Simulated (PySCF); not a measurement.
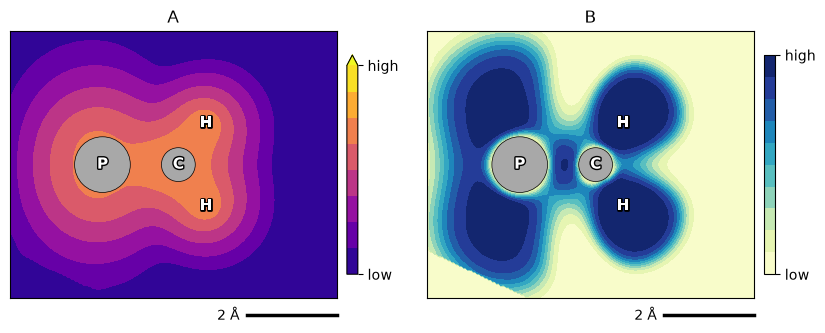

CH2P (SMILES C=[P-]) (charge −1): 2 fields on the molecular plane, with unlabelled colour scales. Grey discs cover the atomic cores.

Geometry: PBE0-D3(BJ)/ma-def2-SVP.

Computed with DFT single point, gas phase, functional PBE0 in PySCF.

> The panels show electron density and electron localisation function in some order. Assign them.

Panel A: electron density. Panel B: electron localisation function. From the grid: C–P (1.69 Å): ρ is about 1.3 e/Å³ halfway; the ELF peaks at about 0.90 between the atoms; localised, covalent bonding. C–H (1.11 Å): ρ is about 1.9 e/Å³ halfway; the ELF climbs to about 1 towards the hydrogen, as it does in any bond to H: an ordinary covalent bond to hydrogen.
